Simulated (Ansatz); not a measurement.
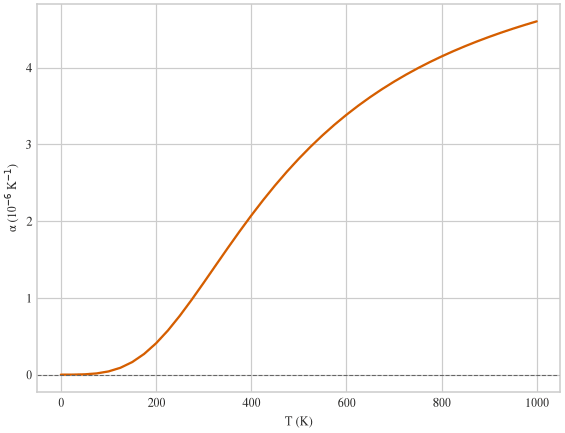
Linear thermal expansion of C in the diamond structure from the quasi-harmonic free energy, PBE density-functional theory in Ansatz (plane waves, PAW)

Question: Read off α at 1000 K, and say whether it is negative anywhere.

Answer: About 4.6 × 10⁻⁶ K⁻¹. It is not negative in the range shown.

Ansatz is an electronic-structure program.
